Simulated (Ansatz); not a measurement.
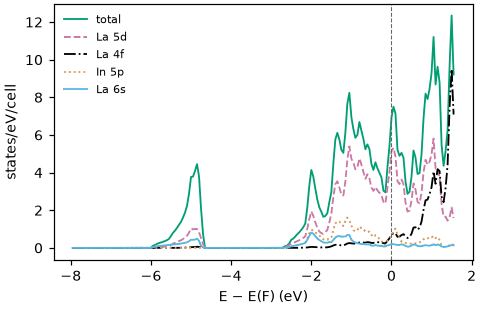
Fig. 1. Total and projected density of states of La3In (Cu3Au type, Pm-3m), PBEsol in the plane-wave PAW code Ansatz

Task: Which orbitals carry the states next to the Fermi level?

Result: Within 0.5 eV of the Fermi level: La 5d 72 %, La 4f 11 %, In 5p 11 %. Projections are on Löwdin-orthogonalised atomic valence shells; empty p or d shells of many metals are not among them.

Task: Where is the tallest occupied peak in this window, and what makes it?

Result: Near -1.0 eV, about 8.2 states/eV per cell; the largest projected share is La 5d.

The workflow started from a Materials Project entry (that database holds measured and hypothetical structures alike); the Crystallography Open Database files this formula in space group No. 221, but the cells were not matched. Its standing as an ambient phase is unchecked. Symmetry was held in the PBEsol relaxation; of distortions, only those at the zone centre were tested. Spin–orbit coupling is left out wherever it is not named.

Potentials: the later of the program's two PAW sets.
